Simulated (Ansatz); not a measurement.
**Frequency calculation, with input and output: CHClGaNO**

The run: frequency calculation of CHClGaNO, SMILES O=C=[N][GaH][Cl]. Method and program: MP2/6-31G*, RHF (Ansatz 0.2.0).

The geometry was optimised with MP2/6-31G*. Figures and captions count atoms from 1; the log counts them from 0 in places.

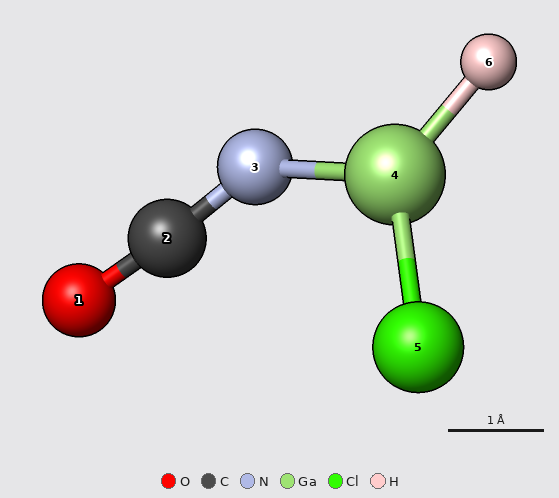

**Figure 1.** The structure (ball-and-stick view, seen at a tilt; atoms are numbered from 1 in the order of the input). Sticks mark near contacts. Bond lengths as drawn: Cl–Ga 2.13 Å, C–N 1.23 Å, C–O 1.19 Å, Ga–H 1.55 Å and Ga–N 1.84 Å.

The input:
```yaml
crystal:
  periodic: [false, false, false]
  atoms:
    - {symbol: O, position_ang: [-0.626212, -2.637797, -0.681265]}
    - {symbol: C, position_ang: [-0.678638, -1.474283, -0.462157]}
    - {symbol: N, position_ang: [-0.834750, -0.274213, -0.260448]}
    - {symbol: Ga, position_ang: [0.234879, 1.125220, 0.272613]}
    - {symbol: Cl, position_ang: [2.276816, 0.640035, 0.662041]}
    - {symbol: H, position_ang: [-0.329894, 2.557138, 0.423217]}
basis:
  gaussian:
    orbitals: "6-31G*"
correlation:
  method: mp2
phonons:
  temperatures: {t_min: 298.15, t_max: 298.15, t_step: 1}
```

Machine: 1 thread of Arm Neoverse V2, 112 GiB of memory available, shared host.

Command:
```bash
ansatz run in.yaml --threads 1 --pin off --max-ram 3480MiB --events-out events.jsonl --progress --plain --runs-dir runs
```

Output:
```
Functional definition: HF
  name "HF"
  exchange = exact_x
  correlation = 0
these checks for a lower state are left out or cut short: cluster_reference
1026 factors; integrals over basis functions are off by at most 3.2e-4 eV
mean field evaluation 1: about -69394.1804 eV, gradient 3.8e1 eV
mean field evaluation 2: about -69394.2569 eV, gradient 3.8e1 eV
mean field evaluation 4: about -69397.3233 eV, gradient 3.2e0 eV
mean field evaluation 8: about -69397.3610 eV, gradient 1.3e-1 eV
mean field -69397.36105748 eV, -2550.3059796418 hartree, gradient 8.0e-6 eV, S^2 0.000000; 0 other end points of the search recorded, 0 dependent functions left out
17 core orbitals not correlated: weight in the atoms' cores, before any rotation towards them, 1.000 or more for the frozen orbitals, at most 0.000 for the correlated occupied ones
reference -69397.36105748 eV, -2550.3059796418 hartree; 18, 18 occupied and 66, 66 virtual orbitals, 1026 factors
second order -22.55970810 eV of doubles, -0.00000000 eV of singles
the calculation of the forces begins
these checks for a lower state are left out or cut short: starts, cluster_reference, orbital_swaps, neighbouring_geometries, increment
1026 factors; integrals over basis functions are off by at most 3.2e-4 eV
mean field evaluation 16: about -69397.3608 eV, gradient 1.6e-1 eV
mean field -69397.36085416 eV, -2550.3059721696 hartree, gradient 1.8e-6 eV, S^2 0.000000; 0 other end points of the search recorded, 0 dependent functions left out
[... from here on the field's lines of each further geometry are left out, up to the last ...]
17 core orbitals not correlated: weight in the atoms' cores, before any rotation towards them, 1.000 or more for the frozen orbitals, at most 0.000 for the correlated occupied ones
reference -69397.36107349 eV, -2550.3059802300 hartree; 18, 18 occupied and 66, 66 virtual orbitals, 1026 factors
second order -22.55968896 eV of doubles, -0.00000000 eV of singles
the calculation of the forces begins
these checks for a lower state are left out or cut short: starts, cluster_reference, orbital_swaps, neighbouring_geometries, increment
1026 factors; integrals over basis functions are off by at most 3.2e-4 eV
mean field -69397.36103526 eV, -2550.3059788252 hartree, gradient 1.1e-6 eV, S^2 0.000000; 0 other end points of the search recorded, 0 dependent functions left out
17 core orbitals not correlated: weight in the atoms' cores, before any rotation towards them, 1.000 or more for the frozen orbitals, at most 0.000 for the correlated occupied ones
reference -69397.36103526 eV, -2550.3059788252 hartree; 18, 18 occupied and 66, 66 virtual orbitals, 1026 factors
second order -22.55972753 eV of doubles, -0.00000000 eV of singles
the calculation of the forces begins
Total energy: -69419.92076559 eV, -2551.1350336231 hartree
Atom 0 at    -0.626212    -2.637797    -0.681265 Å, force    -0.000046    -0.000355    -0.000073 eV/Å
Atom 1 at    -0.678638    -1.474283    -0.462157 Å, force     0.000030     0.001163     0.000223 eV/Å
Atom 2 at    -0.834750    -0.274213    -0.260448 Å, force     0.000051    -0.000950    -0.000206 eV/Å
Atom 3 at     0.234879     1.125220     0.272613 Å, force    -0.000317     0.000504     0.000135 eV/Å
Atom 4 at     2.276816     0.640035     0.662041 Å, force     0.000183    -0.000149    -0.000017 eV/Å
Atom 5 at    -0.329894     2.557138     0.423217 Å, force     0.000099    -0.000214    -0.000063 eV/Å
Dipole moment:    -0.137329     0.479963     0.062820 e Å
Vibrations: 50.71 75.15 185.29 433.81 470.55 501.67 607.40 636.03 646.94 1389.63 2090.68 2348.09 cm⁻¹, zero-point energy 0.584954 eV
Checks for a lower state left out: cluster_reference
```

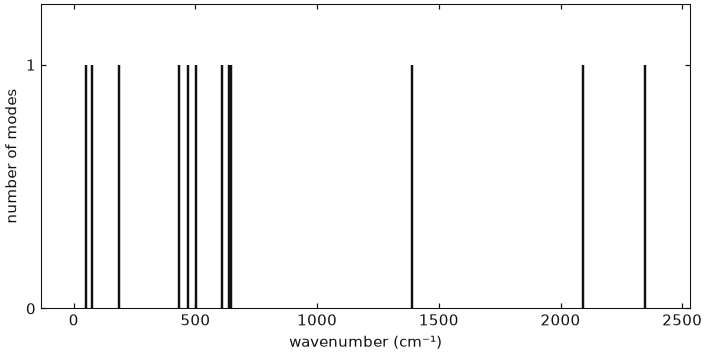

**Figure 2.** Harmonic vibrational wavenumbers from the force constants; neighbouring modes closer than 10 cm⁻¹ are counted in one stick. 12 modes from 51 to 2348 cm⁻¹, none imaginary.

Key numbers:

| quantity | value |
| --- | --- |
| outcome | converged |
| total energy | −2551.135034 hartree |
| SCF energy | −2550.305980 hartree |
| MP2 energy | −2551.135034 hartree |
| correlation energy | −0.829054 hartree |
| basis functions | 101 |
| largest force | 0.001 eV/Å |
| SCF solution under orbital rotations | stable |
| zero-point energy | 0.021497 hartree |
| wavenumbers, lowest and highest | 51 and 2348 cm⁻¹ |
| wall time | 3.6 min |
| peak memory | 0.26 GiB |
